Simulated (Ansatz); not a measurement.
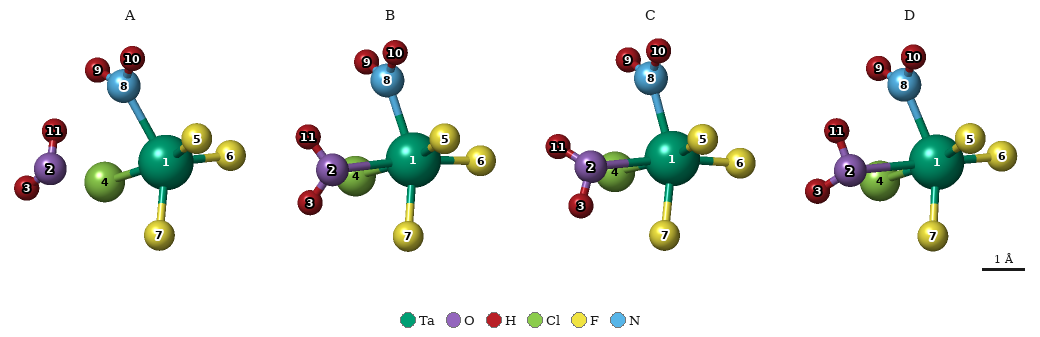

4 geometries from one relaxation of TaNH4OClF3, in shuffled order. Style: ball-and-stick. Shown at a tilt.

The run prepares an end point of a later path (reaction) calculation, from a guessed geometry.

These are results of RKS PBE0-D4/def2-SVP in Ansatz, not measurements. (no spin polarisation; force threshold 0.03 eV/Å; at most 50 steps)

Q: Put them in the order of the run, from the start to the converged end.

A: A, D, B, C. They are steps 0, 3, 6, 11, at +0.749 eV, +0.241 eV, +0.052 eV relative to the last. The atom that moves furthest after the best rigid fit is H3 (1.02 Å). Largest moves by element: H 1.02 Å, O 0.58 Å, F 0.38 Å, Ta 0.36 Å, Cl 0.34 Å, N 0.28 Å. Some distances before and after: Ta1–O2 3.207 → 2.285 Å, Ta1–H3 3.522 → 2.776 Å, Ta1–H11 3.031 → 2.880 Å, Ta1–N8 2.092 → 1.985 Å. New bonds form, among them: Ta1–O2 (3.21 → 2.28 Å). Among the angles between lasting bonds that change: F7–Ta1–N8 138.3° → 155.9°, F6–Ta1–F7 110.5° → 99.2°, F6–Ta1–N8 111.1° → 104.8°. After 11 geometry steps the energy has fallen by 0.749 eV. Largest force component: 1.6 eV/Å at the start, 0.026 eV/Å at the end. The run took 37 s on 4 threads of Arm Neoverse V2 (shared host), peak memory 0.43 GiB.

Limits of the set-up: the start holds two separate molecules, 2.3 Å apart at their closest, whose relative position is a soft coordinate.
